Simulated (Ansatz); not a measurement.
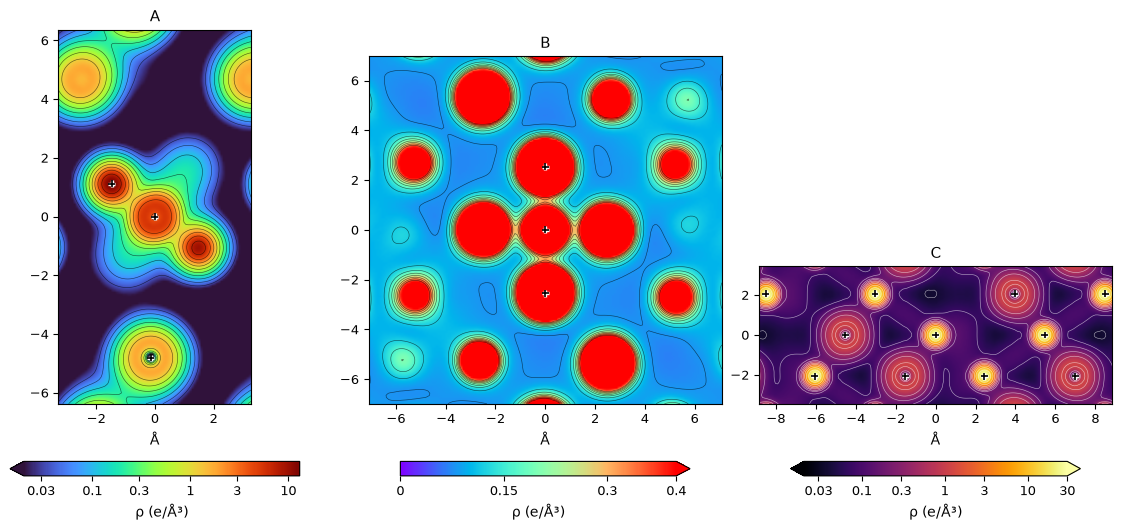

The valence pseudo-density of 3 systems, each on a plane through atoms (crosses mark nuclei in the plane).

Method: DFT PBE, scalar-relativistic, plane waves, PAW (Ansatz).

System 1: La$_{6}$YO, the (111) plane of the conventional cell. Space group R-3; a generated structure, not necessarily the stable one; computed without spin polarisation.

System 2: WCl$_{3}$F$_{2}$, the (011) plane of the conventional cell. Space group P-1; a generated structure, not necessarily the stable one; changed on purpose from its base cell (volume × 0.88, shape and atoms relaxed).

```yaml
crystal:
  lattice:
    - [5.87008, -0.02310, -0.00089]
    - [-1.73910, 7.02246, 0.03478]
    - [-1.27160, -2.27892, 7.68975]
  atoms:
    - { symbol: W, position: [0.07807, 0.17202, 0.16757] }
    - { symbol: W, position: [0.92193, 0.82798, 0.83243] }
    - { symbol: Cl, position: [0.98042, 0.22851, 0.43327] }
    - { symbol: Cl, position: [0.34203, 0.48598, 0.26163] }
    - { symbol: Cl, position: [0.21610, 0.15443, 0.89622] }
    - { symbol: Cl, position: [0.01958, 0.77149, 0.56673] }
    - { symbol: Cl, position: [0.65797, 0.51402, 0.73837] }
    - { symbol: Cl, position: [0.78390, 0.84557, 0.10378] }
    - { symbol: F, position: [0.82791, 0.25032, 0.06335] }
    - { symbol: F, position: [0.30929, 0.05109, 0.22948] }
    - { symbol: F, position: [0.17209, 0.74968, 0.93665] }
    - { symbol: F, position: [0.69071, 0.94891, 0.77052] }
```

System 3: Mg$_{3}$S$_{2}$, the (110) plane of the conventional cell. Space group P6₃mc; a generated structure, not necessarily the stable one; changed on purpose from its base cell (volume × 0.94, shape and atoms relaxed); computed pressure about 4 GPa in this cell.

```
CELL_PARAMETERS angstrom
3.57143 -0.00035 0.01107
-1.78542 3.09310 0.00043
-0.05227 -0.03259 16.99148
ATOMIC_POSITIONS crystal
Mg 0.33339 0.66660 0.17790
Mg 0.66678 0.33337 0.67791
Mg 0.00010 0.99994 0.82201
Mg 0.00019 0.00008 0.32202
Mg 0.66674 0.33326 0.99944
Mg 0.33349 0.66674 0.49945
S 0.00006 0.99992 0.08902
S 0.00014 0.00006 0.58903
S 0.66684 0.33342 0.41161
S 0.33342 0.66659 0.91161
```

> Which map belongs to which system?

Panel A is system 2, WCl$_{3}$F$_{2}$: the plane holds W, Cl and F. W–F (1.85 Å): ρ at the midpoint is about 1.2 e/Å³. Panel B is system 1, La$_{6}$YO: the plane holds La and O. La–O (2.54 Å): ρ at the midpoint is about 0.34 e/Å³. Panel C is system 3, Mg$_{3}$S$_{2}$: the plane holds Mg and S. Mg–S (2.55 Å): ρ at the midpoint is about 0.3 e/Å³.
